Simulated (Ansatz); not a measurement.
**Pressure series in Cu**

Start from Cu in the fcc (Cu type) structure (space group Fm-3m, No. 225).

```cif
data_Cu
_chemical_formula_sum 'Cu1'
_space_group_name_H-M_alt 'P 1'
_space_group_IT_number 1
_cell_length_a 2.56658
_cell_length_b 2.56658
_cell_length_c 2.56658
_cell_angle_alpha 60.000
_cell_angle_beta 60.000
_cell_angle_gamma 60.000
loop_
_space_group_symop_operation_xyz
  'x, y, z'
loop_
_atom_site_label
_atom_site_type_symbol
_atom_site_fract_x
_atom_site_fract_y
_atom_site_fract_z
_atom_site_occupancy
Cu1 Cu 0.00000 0.00000 0.00000 1
```

Cell and atoms are relaxed at each pressure.

Levels (all Ansatz, a program for electronic structure, PAW): PBE (420 eV, spin-orbit coupling left out); PBEsol (420 eV, no SOC).

The base cell above is that of PBE; each level relaxes its own structures.

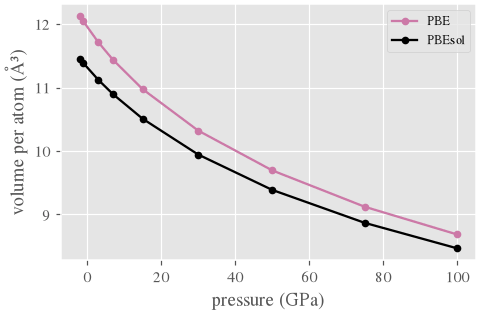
Figure. Volume per atom under two levels

Task: How do the two levels compare along the series?

Result: PBE lies above PBEsol in every row, by 0.22 Å³ to 0.68 Å³. They put the cases in the same order.

Load acts through the strain it causes; cell and atoms are relaxed under it. Whether these cells are dynamically stable was not tested. Competing high-pressure phases were not computed. All final runs are without spin polarisation.
